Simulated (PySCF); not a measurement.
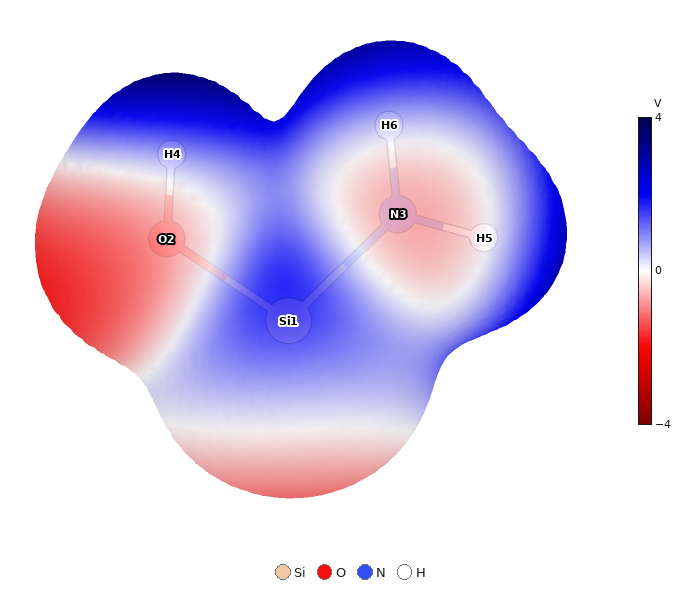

H$_{3}$NOSi. The molecular electrostatic potential painted on the density surface at 0.004 e/bohr³, seen across its widest extent; the colour scale runs from red (negative) to blue (positive).

Geometry: PBE0-D3(BJ)/def2-SVP.

Theory: PySCF 2.14.0, PBE0/pcSseg-2, SCF density, gas phase, non-relativistic.

Input

```
{"job": {"kind": "nmr", "xc": "PBE0", "basis": "pcSseg-2"}, "charge": 0, "multiplicity": 1}
Si     0.363003     1.117003     0.332314
O      1.708691     0.194221    -0.041770
N     -0.920569    -0.013630     0.085929
H      1.617459    -0.728533    -0.305839
H     -1.885044     0.264494     0.238681
H     -0.860952    -0.984918    -0.210853
```

Run with:

```sh
OMP_NUM_THREADS=1 python cluster_run.py task.json out
```

### Where is the surface potential most negative and most positive?

The most negative region (about −1.7 V, or −39 kcal/mol for a unit charge) lies over O2, the most positive (about +3.4 V, or +78 kcal/mol for a unit charge) over H4. O2 is the likeliest acceptor of a hydrogen bond.

### What dipole moment does the calculation give?

Its dipole moment is 3.09 D.
